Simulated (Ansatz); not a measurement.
```xyz
6
Lattice="4.7241 0.0000 0.0000 -2.3621 4.0912 0.0000 0.0000 0.0000 10.8549" Properties=species:S:1:pos:R:3 pbc="T T T"
K     0.0000    0.0000    0.0000
Br    0.0000    2.7275    7.0448
Br    2.3621    1.3637    3.8101
Br    2.3621    1.3637    7.0448
Br    0.0000    2.7275    3.8101
Br    0.0000    0.0000    5.4274
```

Space group P6/mmm; a generated structure, not necessarily the stable one; not relaxed (largest force 1.3 eV/Å); computed pressure about 6 GPa in this cell.

All numbers below come from Kohn-Sham DFT of a periodic cell, HISS, JTH PAW in Ansatz.

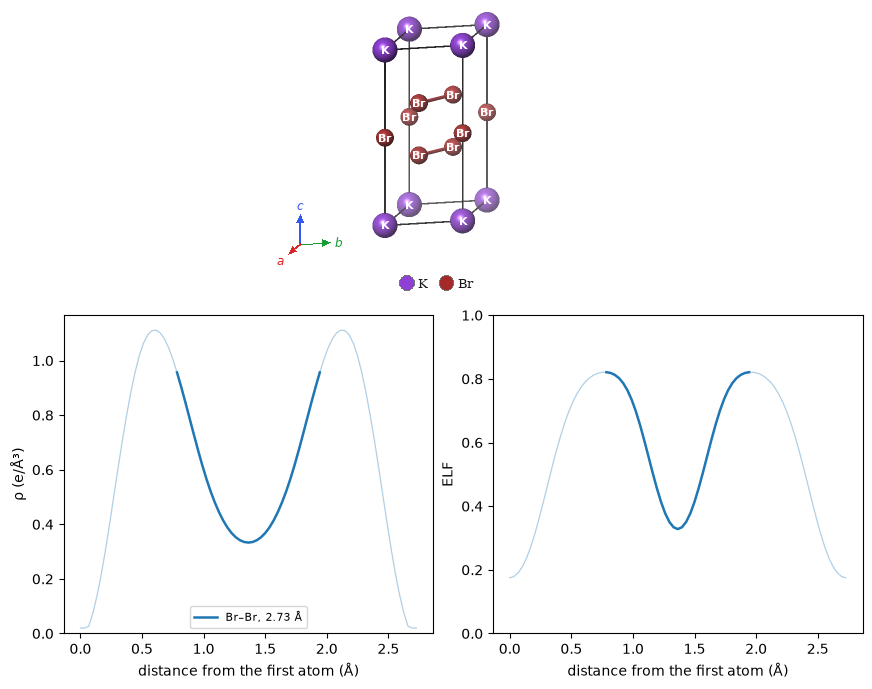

KBr5. Valence pseudo-density and ELF along straight lines between neighbouring atoms. Thin, pale parts lie inside the atomic spheres. The structure is drawn too.

Core electrons are frozen (PAW), and the valence fields are smoothed inside the atomic spheres.

What can be read from the curves?

Answer. Br–Br (2.73 Å): ρ is about 0.33 e/Å³ halfway; the ELF is about 0.35 at the midpoint.
